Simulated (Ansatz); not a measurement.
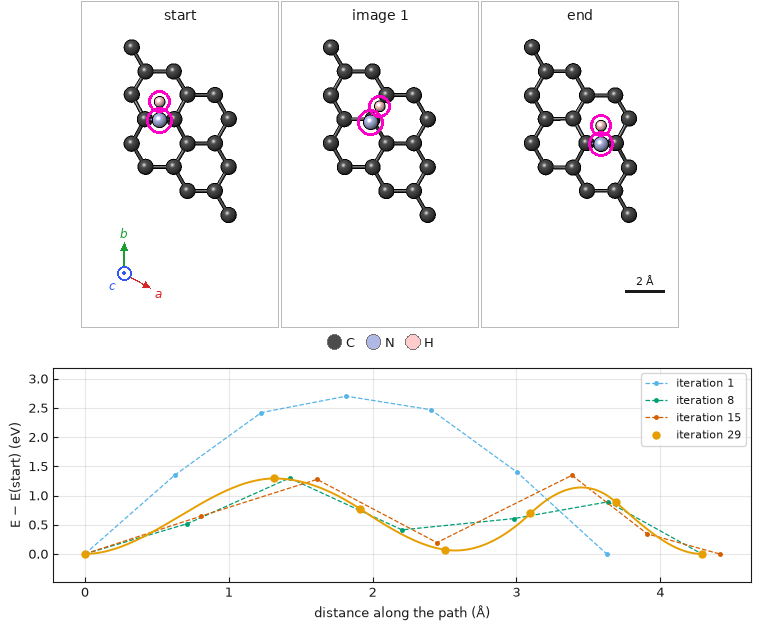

A search for the minimum-energy path of NH on graphene monolayer (20 atoms in the cell) by the nudged elastic band. Images are numbered from 0 (start) to 6 (end). The plot follows the band through its iterations. A ball-and-stick model of the simulation cell, with the vacuum cut short (origin moved), seen along the c axis. The atoms that move most are ringed. Bonds to atoms that aren't drawn are left out.

Level of theory: DFT PBE, scalar-relativistic, plane waves, PAW in Ansatz.

The input:
```yaml
crystal:
  lattice:
    - [7.398, 0.0, 0.0]
    - [-3.699, 6.406856, 0.0]
    - [0.0, 0.0, 12.0]
  atoms:
    - { symbol: C, position: [-0.01724222, -0.01500163, 0.11179891] }
    - { symbol: C, position: [0.21954848, 0.10341191, 0.11186387] }
    - { symbol: C, position: [-0.01211756, 0.32018033, 0.08316375] }
    - { symbol: C, position: [0.21444814, 0.43346263, 0.08316896] }
    - { symbol: C, position: [-0.01228626, 0.65550146, 0.08348831] }
    - { symbol: C, position: [0.2146195, 0.76896527, 0.08351143] }
    - { symbol: C, position: [0.32600595, -0.01415841, 0.086466] }
    - { symbol: C, position: [0.54619778, 0.09910874, 0.0781066] }
    - { symbol: C, position: [0.32534056, 0.32699966, 0.0864817] }
    - { symbol: C, position: [0.54611934, 0.43435294, 0.0781334] }
    - { symbol: C, position: [0.32520889, 0.65657273, 0.07884064] }
    - { symbol: C, position: [0.54500983, 0.7663555, 0.07844352] }
    - { symbol: C, position: [0.6562014, -0.01060501, 0.07811035] }
    - { symbol: C, position: [0.87699579, 0.10282474, 0.08641806] }
    - { symbol: C, position: [0.65732624, 0.32251356, 0.07848923] }
    - { symbol: C, position: [0.87712681, 0.4325307, 0.07885636] }
    - { symbol: C, position: [0.65612026, 0.65407543, 0.07802754] }
    - { symbol: C, position: [0.87631736, 0.76098957, 0.08636875] }
    - { symbol: "N", position: [0.10107329, 0.03708828, 0.21890822] }
    - { symbol: H, position: [0.10096204, 0.16504849, 0.2521871] }
basis:
  ecutwfc: 420.0
kpoints:
  mp_grid: { grid: [2, 2, 1] }
hamiltonian:
  xc: pbe
scf:
  occupations: { method: gaussian, width: 0.05 }
  lower_state_search: "off"
neb:
  images: 5
  f_tol: 0.05
  initial_path: idpp
  max_iterations: 68
  spring: 2.0
  final_atoms:
    - { symbol: C, position: [-0.01046527, -0.01060501, 0.07811035] }
    - { symbol: C, position: [0.21032912, 0.10282474, 0.08641806] }
    - { symbol: C, position: [-0.00934043, 0.32251356, 0.07848923] }
    - { symbol: C, position: [0.21046014, 0.4325307, 0.07885636] }
    - { symbol: C, position: [-0.01054641, 0.65407543, 0.07802754] }
    - { symbol: C, position: [0.20965069, 0.76098957, 0.08636875] }
    - { symbol: C, position: [0.31609111, -0.01500163, 0.11179891] }
    - { symbol: C, position: [0.55288181, 0.10341191, 0.11186387] }
    - { symbol: C, position: [0.32121577, 0.32018033, 0.08316375] }
    - { symbol: C, position: [0.54778147, 0.43346263, 0.08316896] }
    - { symbol: C, position: [0.32104707, 0.65550146, 0.08348831] }
    - { symbol: C, position: [0.54795283, 0.76896527, 0.08351143] }
    - { symbol: C, position: [0.65933928, -0.01415841, 0.086466] }
    - { symbol: C, position: [0.87953111, 0.09910874, 0.0781066] }
    - { symbol: C, position: [0.65867389, 0.32699966, 0.0864817] }
    - { symbol: C, position: [0.87945267, 0.43435294, 0.0781334] }
    - { symbol: C, position: [0.65854222, 0.65657273, 0.07884064] }
    - { symbol: C, position: [0.87834316, 0.7663555, 0.07844352] }
    - { symbol: "N", position: [0.43440662, 0.03708828, 0.21890822] }
    - { symbol: H, position: [0.43429537, 0.16504849, 0.2521871] }
  order_check: true
```

Run as
```bash
ansatz run input.yaml --threads 1 --pin off --max-ram 3072MiB --backend cpu --events-out ev --progress --plain --runs-dir out
```

Q: How did the profile develop, and is the result final?

A: The run is converged, with reservations. The band converged in 29 iterations. The climbing image converged on the top of the path. A check of its curvatures didn't confirm a first-order saddle. The first iteration put the highest image at 2.70 eV. The two ends have the same energy, and the highest point, image 1, lies 1.29 eV above the start. The profile has 2 maxima (images 1, 5) with a dip at image 3 (+0.07 eV), so the process runs in steps.

Limits of the set-up: the k-point mesh is coarse for a cell with partly filled bands; the periodic images lie only 7.4 Å apart, so the values are limited by the cell's size.

The run took 30 min on 1 thread of Intel(R) Xeon(R) Platinum 8488C (Sapphire Rapids), with other jobs on the host, peak memory 1 GiB.
